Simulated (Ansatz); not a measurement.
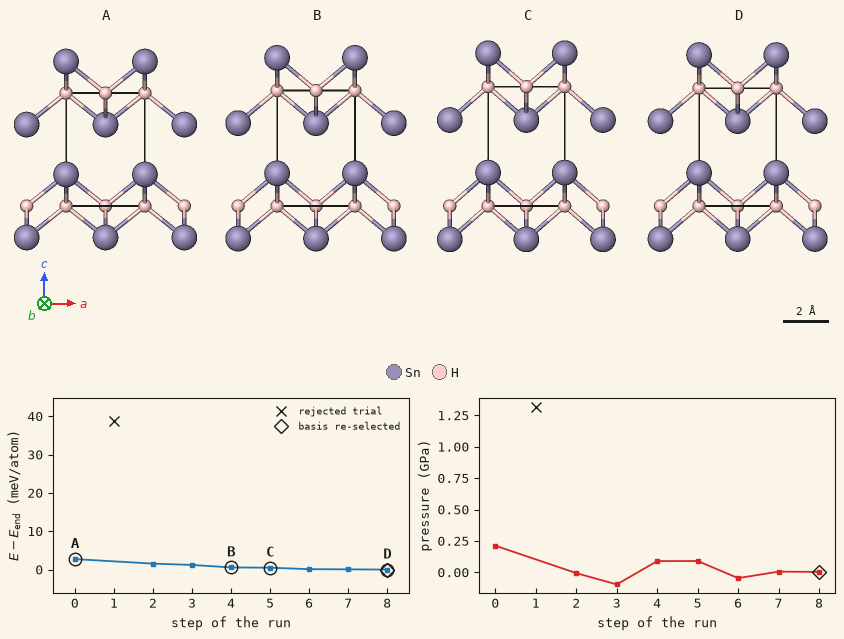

Frames of a relaxation of crystalline SnH (built on the litharge_129 type), marked on the history of the run. Style: ball-and-stick. Shown: the cell of the calculation, along the b axis.

Case: litharge type (P4/nmm, No. 129).

These are results of Ansatz 0.2.0, DFT PBE, scalar-relativistic, plane waves, PAW, not measurements.

Input file:
```yaml
crystal:
  lattice:
    - [3.5654139301, 0.0, 0.0]
    - [0.0, 3.5654139301, 0.0]
    - [0.0, 0.0, 5.1076696169]
  atoms:
    - { symbol: Sn, position: [0.0, 0.5, 0.2791603304] }
    - { symbol: Sn, position: [0.5, 0.0, 0.7208396696] }
    - { symbol: H, position: [0.0, 0.0, 0.0] }
    - { symbol: H, position: [0.5, 0.5, 0.0] }
basis:
  ecutwfc: 420
kpoints:
  mp_grid: { grid: [14, 14, 10] }
hamiltonian:
  xc: pbe
scf:
  occupations: { method: gaussian, width: 0.1 }
output:
  forces: true
  stress: true
  eigenvalues: true
  write_density: true
  write_potential: true
  elf: true
  volumetric_format: npy
relax:
  adjacent_minimum: "off"
  f_tol: 0.01
  max_steps: 80
  cell: { stress_tol: 0.05 }
```

Command:
```bash
ansatz run input.yaml --threads 1 --pin off --max-ram 2560MiB --backend cpu --events-out ev --progress --plain --runs-dir out
```

**Describe the path.**

The largest moves relative to the cell, 0.005 Å, are those of Sn1 and Sn2. Sn2 goes along −c. H stays in place. Cell: a = b 3.565 → 3.491 Å (−2.1 %), c 5.108 → 5.331 Å (+4.4 %). Volume +0.1 %. Near-neighbour distances that change, for instance: Sn1–H3 2.283 → 2.297 Å. The space group stays P4/nmm (No. 129). After 6 accepted moves (8 points after the start) the energy has fallen by 2.7 meV per atom. The largest force component goes from 0.16 to 0.0013 eV/Å. Pressure: 0.21 GPa at the start and 0.00 GPa at the end. The line search rejected the trial step at point 1 of the run. At 1 point the geometry stayed and the basis and grid were re-selected for the new cell (energy shift of 0.1 meV per atom at most each time). Cost: 71 s on 1 thread of Intel(R) Xeon(R) 6975P-C (Granite Rapids) (shared host), peak memory 0.55 GiB. From step 0 to 4: Sn atoms move most (0.02 Å), volume −0.2 %, energy −2.2 meV per atom. From step 4 to 5: Sn atoms move most (0.02 Å), energy −0.1 meV per atom. From step 5 to 8: volume +0.3 %, energy −0.5 meV per atom.

| step | E − E(0), meV/atom | largest force component, eV/Å | pressure, GPa | volume, Å³/atom | note |
| --- | --- | --- | --- | --- | --- |
| 0 | 0.00 | 0.1648 | 0.21 | 16.232 |  |
| 1 | 35.91 | 1.1232 | 1.32 | 15.713 | rejected |
| 2 | -1.17 | 0.0250 | -0.01 | 16.236 |  |
| 3 | -1.52 | 0.0254 | -0.10 | 16.245 |  |
| 4 | -2.17 | 0.0176 | 0.09 | 16.195 |  |
| 5 | -2.24 | 0.0457 | 0.09 | 16.192 |  |
| 6 | -2.62 | 0.0177 | -0.05 | 16.276 |  |
| 7 | -2.67 | 0.0011 | 0.01 | 16.247 |  |
| 8 | -2.74 | 0.0013 | 0.00 | 16.247 | same geometry, new basis |
